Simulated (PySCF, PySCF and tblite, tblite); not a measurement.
# C7H13FO: a path driven as rotation about a bond, and NMR exchange, part 2 of 2

PySCF and tblite. Atoms count from 0.

### Step 8. Shieldings, end: PBE0/pcSseg-1

Job settings and geometry (Å):

```
{"job": {"kind": "nmr", "xc": "PBE0", "basis": "pcSseg-1", "pop": false}, "charge": 0, "multiplicity": 1}
C      2.768626    -0.220075     0.582861
O      2.146864     0.133722    -0.630265
C      0.733637     0.177730    -0.647997
C      0.127529     1.237885     0.280167
C     -1.374781     1.342473     0.032531
C     -2.055393    -0.002349     0.270694
C     -1.426875    -1.070432    -0.616199
F     -2.019198    -2.293438    -0.345000
C      0.072545    -1.179375    -0.371961
H      2.494088    -1.228191     0.908371
H      3.837593    -0.195747     0.378127
H      2.545185     0.492078     1.383405
H      0.519129     0.463032    -1.686274
H      0.301314     0.962484     1.322228
H      0.611702     2.197794     0.093246
H     -1.806987     2.092495     0.696625
H     -1.552160     1.662959    -0.996422
H     -1.937395    -0.303049     1.314021
H     -3.123690     0.064846     0.058700
H     -1.634716    -0.869874    -1.675573
H      0.503631    -1.943338    -1.021434
H      0.231655    -1.478246     0.666117
```

Output:

```text
coarse grid: 17840 points
cycle   1  E = -448.9023052335  dE =  1.092e+00  |g| = 7.153e-01  |ddm| = 3.999e+00
cycle   2  E = -448.8371219551  dE =  6.518e-02  |g| = 9.743e-01  |ddm| = 1.465e+00
cycle   3  E = -448.9975541111  dE = -1.604e-01  |g| = 1.008e-01  |ddm| = 9.117e-01
cycle   4  E = -448.9992272210  dE = -1.673e-03  |g| = 4.337e-02  |ddm| = 9.953e-02
cycle   5  E = -448.9996425356  dE = -4.153e-04  |g| = 6.303e-03  |ddm| = 4.109e-02
cycle   6  E = -448.9996501797  dE = -7.644e-06  |g| = 1.927e-03  |ddm| = 7.556e-03
final grid: 171104 points
cycle   7  E = -449.0751372856  dE = -8.149e-05  |g| = 1.375e-02  |ddm| = 4.232e-02
cycle   8  E = -449.0750956316  dE =  4.165e-05  |g| = 2.038e-02  |ddm| = 2.506e-02
cycle   9  E = -449.0751764040  dE = -8.077e-05  |g| = 1.583e-03  |ddm| = 1.549e-02
cycle  10  E = -449.0751768913  dE = -4.872e-07  |g| = 3.597e-04  |ddm| = 1.757e-03
cycle  11  E = -449.0751769165  dE = -2.525e-08  |g| = 7.684e-05  |ddm| = 3.796e-04
cycle  12  E = -449.0751769177  dE = -1.155e-09  |g| = 2.846e-05  |ddm| = 9.286e-05
cycle  13  E = -449.0751769178  dE = -1.651e-10  |g| = 4.951e-06  |ddm| = 2.578e-05
converged SCF energy = -449.0751769178

GIAO shielding tensors (ppm)
atom      isotropic    diamagn.    paramagn.     s11        s22        s33       span
  0 C      136.089     244.966    -108.877    109.973    115.530    182.763     72.789
  1 O      296.802     394.622     -97.820    234.323    296.273    359.812    125.489
  2 C      108.812     246.311    -137.499     78.098     96.217    152.121     74.023
  3 C      155.212     250.127     -94.915    145.573    155.605    164.458     18.884
  4 C      163.267     248.514     -85.247    155.546    163.173    171.080     15.534
  5 C      150.242     248.671     -98.429    140.662    151.628    158.435     17.773
  6 C       92.296     244.604    -152.308     55.592     74.526    146.770     91.178
  7 F      371.246     470.970     -99.723    345.505    370.672    397.562     52.057
  8 C      146.439     250.213    -103.773    131.635    151.966    155.717     24.082
  9 H       28.421      29.826      -1.406     23.910     27.162     34.189     10.279
 10 H       28.131      27.748       0.383     23.899     25.690     34.804     10.905
 11 H       28.453      29.908      -1.455     23.891     27.116     34.353     10.461
 12 H       28.163      32.404      -4.241     23.933     29.934     30.622      6.689
 13 H       30.229      32.757      -2.528     26.108     30.124     34.456      8.347
 14 H       30.093      31.362      -1.268     25.074     28.784     36.422     11.349
 15 H       29.885      29.398       0.487     24.514     27.738     37.405     12.891
 16 H       30.609      30.935      -0.327     26.558     28.491     36.777     10.219
 17 H       30.481      30.675      -0.194     27.728     28.508     35.208      7.480
 18 H       29.615      28.878       0.737     25.183     27.799     35.862     10.679
 19 H       27.115      30.590      -3.476     23.839     28.041     29.465      5.626
 20 H       29.479      30.977      -1.498     25.078     28.525     34.835      9.758
 21 H       29.902      32.336      -2.433     26.571     30.202     32.934      6.362
```

Run time: 32 s. Hardware: 1 thread of Arm Neoverse V2, shared host; peak memory 1 GiB.

Key values: HOMO -7.33 eV, LUMO 1.37 eV; dipole 1.80 D.

### Step 9. Kinetics and line shapes

Job settings and geometry (Å):

```
{"job": {"smiles": "CO[C@@H]1CCC[C@H](F)C1", "charge": 0, "mult": 1, "motion": "rotation", "what": "single bond", "atoms": [2, 1], "drives": [{"terms": [["t", [3, 2, 1, 0], 0.3333333333333333], ["t", [8, 2, 1, 0], 0.3333333333333333], ["t", [12, 2, 1, 0], 0.3333333333333333]], "by": -120, "n": 8}], "study": "path", "level": {"kind": "nmr", "xc": "PBE0", "basis": "pcSseg-1"}, "fields": [90, 100, 800], "first": 4, "seed": 320, "kind": "path"}, "charge": 0, "multiplicity": 1}
C      3.017908    -0.500014     0.031780
O      2.007830     0.329052     0.546411
C      0.750257     0.212508    -0.088337
C     -0.076340     1.429372     0.330765
C     -1.467097     1.390708    -0.293573
C     -2.197431     0.109309     0.095638
C     -1.373066    -1.096882    -0.332960
F     -2.025153    -2.259454     0.045320
C      0.012339    -1.076835     0.298356
H      3.122779    -0.371245    -1.052847
H      3.940210    -0.193718     0.521843
H      2.834521    -1.558469     0.246163
H      0.892514     0.225541    -1.183878
H     -0.149503     1.431496     1.419055
H      0.452797     2.334495     0.031223
H     -2.042403     2.256149     0.037538
H     -1.379676     1.442437    -1.381530
H     -2.338232     0.070477     1.177527
H     -3.180475     0.066020    -0.376320
H     -1.298167    -1.145752    -1.428175
H      0.569843    -1.955853    -0.029887
H     -0.083863    -1.119956     1.385037
```

Output:

```text
stationary points (kcal/mol above the start)
  n  kind          group   xTB      DFT    lowest mode
  0  minimum      C1       0.00     0.00      69.0
  1  saddle       C1       3.61     4.80    -126.2
  2  minimum      C1       0.62     1.93      51.3

GFN2-xTB energies: T/K, barrier G, reaction G (kcal/mol), k forward, k back (1/s)
 150.00     3.81     0.81   8.84e+06   1.36e+08
 200.00     3.93     0.83   2.14e+08   1.71e+09
 250.00     4.06     0.84   1.48e+09   8.05e+09
 298.15     4.19     0.86   5.25e+09   2.23e+10
 350.00     4.35     0.87   1.41e+10   4.93e+10
 400.00     4.50     0.89   2.88e+10   8.82e+10
 500.00     4.84     0.92   8.01e+10   2.03e+11

PBE0/pcSseg-1 + D3(BJ) energies: T/K, barrier G, reaction G (kcal/mol), k forward, k back (1/s)
 150.00     4.99     2.13   1.65e+05   2.07e+08
 200.00     5.11     2.14   1.08e+07   2.35e+09
 250.00     5.24     2.15   1.36e+08   1.04e+10
 298.15     5.38     2.17   7.09e+08   2.75e+10
 350.00     5.53     2.18   2.56e+09   5.91e+10
 400.00     5.69     2.20   6.48e+09   1.03e+11
 500.00     6.02     2.23   2.43e+10    2.3e+11
```

Run time: 1.9 min. Hardware: 1 thread of Arm Neoverse V2, shared host; peak memory 1 GiB. This counts the whole study up to here.

Barriers by level (kcal/mol; entropies in cal/(mol K)). Zero-point and thermal terms come from xTB in every row. ΔG‡ leaves symmetry out; the rate counts one path; effective ΔG‡, where given, is the barrier that would give that rate by Eyring's equation alone:

| level | ΔE‡ | with zero-point | ΔH‡ | ΔS‡ | ΔG‡ (298 K) | ΔE of reaction | k at 298 K (1/s) | effective ΔG‡ |
| --- | --- | --- | --- | --- | --- | --- | --- | --- |
| GFN2-xTB | 3.61 | 3.59 | 3.04 | -3.9 | 4.19 | 0.62 | 5.2e+09 | 4.19 |
| PBE0/pcSseg-1 + D3(BJ) | 4.80 | 4.77 | 4.23 | -3.9 | 5.38 | 1.93 | 7.1e+08 | 5.38 |

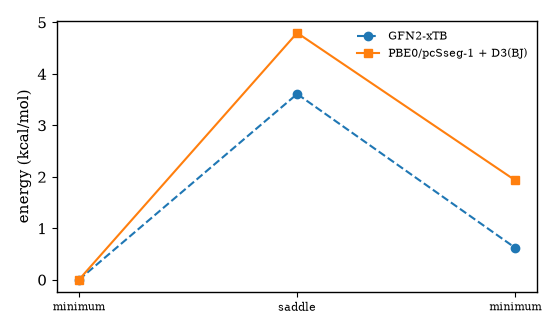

The xTB stationary points, at both levels.

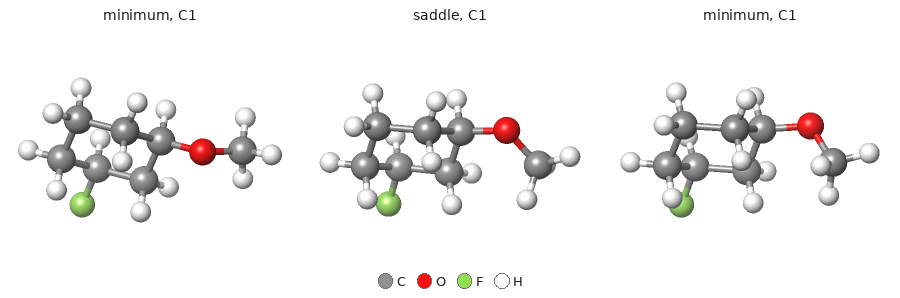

The stationary points in order.

Sites that the driver pairs across this motion, and where their lines would merge (no couplings; faster rotations or exchange between molecules can average them sooner):

| nucleus | sites: shielding (ppm) | proton frequency (MHz) | spread (Hz) | coalescence (K) | lines at 298 K |
| --- | --- | --- | --- | --- | --- |
| 19F | F7: 374.3; F7 (end): 371.2 | 800 | 2277 | not given | – |
| 13C | C0: 128.8; C0 (end): 136.1 | 800 | 1464 | not given | – |
| 13C | C3: 150.3; C3 (end): 155.2 | 800 | 989 | not given | – |
| 13C | C2: 104.6; C2 (end): 108.8 | 800 | 838 | not given | – |
| 1H | H21: 30.56; H21 (end): 29.90 | 800 | 523 | not given | – |
| 1H | H12: 28.81; H12 (end): 28.16 | 800 | 514 | not given | – |
| 17O | O1: 292.7; O1 (end): 296.8 | 800 | 442 | not given | – |
| 1H | H20: 28.95; H20 (end): 29.48 | 800 | 420 | not given | – |

A dash: the driver gave no coalescence for this row (it judged the minor form too scarce).

Rows that set an atom against itself at the end compare its shielding in the two forms.

Lines of quadrupolar nuclei are broad, so their coalescence could hardly be seen.

### Step 10. Summary of results

What follows sums up all 2 parts.

```
                        quantity                             value
barrier (PBE0/pcSseg-1 + D3(BJ))  ΔE‡ 4.8, ΔG‡(298 K) 5.4 kcal/mol
              barrier (GFN2-xTB)                  ΔE‡ 3.6 kcal/mol
                   rate at 298 K                       7.1e+08 s⁻¹
                 end of the path       1.9 kcal/mol from the start
```

In words: The barrier is 4.8 kcal/mol at the DFT level (xTB: 3.6); with thermal terms and the count of paths the DFT value gives a rate of 7.1e+08 s⁻¹ at 298 K. An error of 1.4 kcal/mol changes that rate tenfold.
